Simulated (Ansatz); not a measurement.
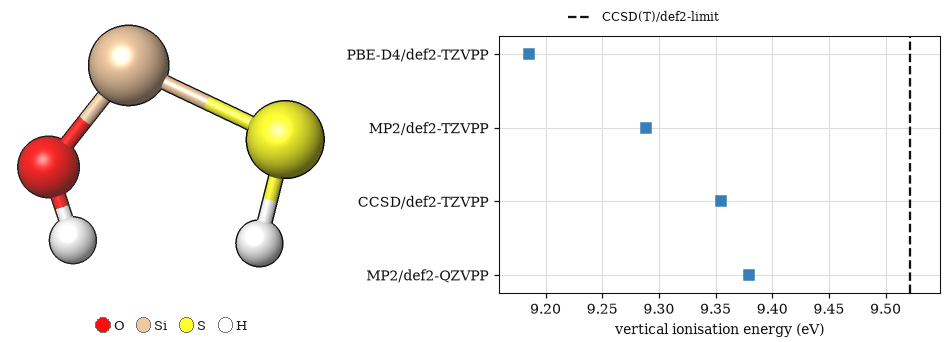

Vertical ionisation energy of SiH₂SO, SMILES O[Si]S, taken as the energy of the cation less that of the neutral at fixed geometry (unrestricted doublet cation, cores frozen in correlated methods, no spin-orbit coupling), the Ansatz code 0.2.0, at a PBE0-D4/def2-TZVP geometry (a minimum by its frequencies). Limit means an estimate of the basis limit from triple and quadruple zeta; for coupled cluster it is either extrapolated directly or built as the MP2 limit plus the step from MP2 in triple zeta. The distance of MP2/def2-TZVPP, CCSD/def2-TZVPP and MP2/def2-QZVPP to the limit includes basis error.

> Which level comes closest to the line (CCSD(T)/def2-limit), and which misses most?

Closest MP2/def2-QZVPP (9.38 eV), against 9.52 eV; farthest PBE-D4/def2-TZVPP (9.19 eV).

> Give the values.

| level | eV | less CCSD(T)/def2-limit |
| --- | --- | --- |
| PBE-D4/def2-TZVPP | 9.19 | −0.34 |
| MP2/def2-TZVPP | 9.29 | −0.23 |
| CCSD/def2-TZVPP | 9.36 | −0.17 |
| MP2/def2-QZVPP | 9.38 | −0.14 |
| CCSD(T)/def2-limit | 9.52 | 0.00 |
